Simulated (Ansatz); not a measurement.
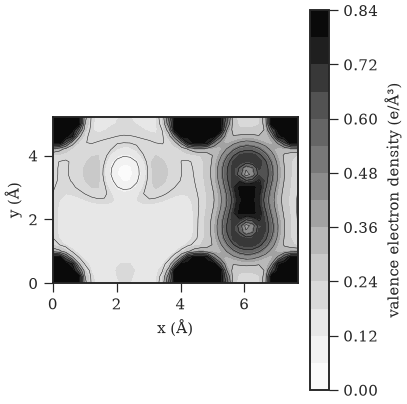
Figure: Valence electron density (e/Å³), cut off at 0.8 on a lattice plane, r²SCAN in the plane-wave PAW code Ansatz

Task: Which compound is it?
A) Ta2AlB2, P-6m2 (Ta on 2h, Al on 1a, B on 1b, B on 1f)
B) ScAlN2, P3m1 (Sc on 1b, N on 1b, Al on 1c, N on 1c)
C) TiBiO3, P4mm (Ti on 1b, Bi on 1a, O on 1b, O on 2c)
D) Ti2AlB2, P-6m2 (Ti on 2h, Al on 1a, B on 1b, B on 1f)

Result: D, Ti2AlB2, P-6m2 (Ti on 2h, Al on 1a, B on 1b, B on 1f). Atoms in the plane, in fractions of its two edges: Ti at (0.00, 0.00), Ti at (0.59, 0.00), Al at (0.30, 0.67), B at (0.80, 0.67), B at (0.80, 0.33).

The density is the valence pseudo-density with augmentation charge, so density and ELF within about 1 Å of a nucleus are not all-electron values.

The start of the workflow was typed in or built on a structure type; neither database checked (COD, Materials Project) lists it. Its standing as an ambient phase is unchecked. The cell was relaxed with r²SCAN under the symmetry of its start; whether a distortion lowers the energy is not shown. No spin polarisation was allowed.

Potentials: the earlier of the program's two PAW sets. The files were generated under PBE; for other functionals the program regenerates the frozen cores, and for LDA and PBEsol the local potential too.
